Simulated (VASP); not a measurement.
Given:

```
CELL_PARAMETERS angstrom
      3.41966    -5.83395     0.00000
      1.67126     2.89471     0.00000
      0.00000     0.00000     5.40922
ATOMIC_POSITIONS crystal
  In 0.34362 0.34362 0.49828
  In 0.15638 0.65638 0.99828
  N  0.35704 0.35703 0.89363
  N  0.14296 0.64297 0.39363
  N  0.80974 0.30974 0.86391
  N  0.69026 0.69026 0.36391
  Ga 0.82957 0.32957 0.49818
  Ga 0.67043 0.67043 0.99818
```

Computed with PBEsol GGA, VASP's PBE PAW potentials (set 64) (plane waves; VASP). Settings: 520 eV cut-off, 4×9×5 Γ-centred mesh, tetrahedra with Blöchl corrections, potentials In_d N Ga_d.

Unless said otherwise, spin-orbit coupling is left out, though it shifts the bands of the heavy elements here.

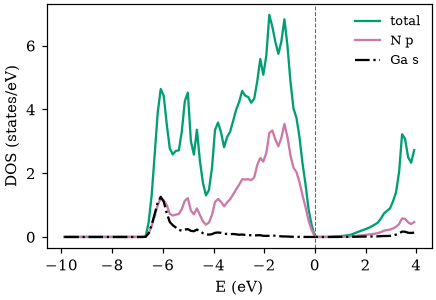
Total and projected density of states, zero at the valence-band maximum

Within 2 eV below the valence-band maximum the largest weight inside VASP's projection spheres is N p.

The gap is direct, 0.42 eV, from the valence maximum at Γ to the conduction minimum at Γ.

The structure was generated: Ga2In2N4 was put into an ordered model structure (Pmn2_1), which need not be its known phase. It was relaxed first.
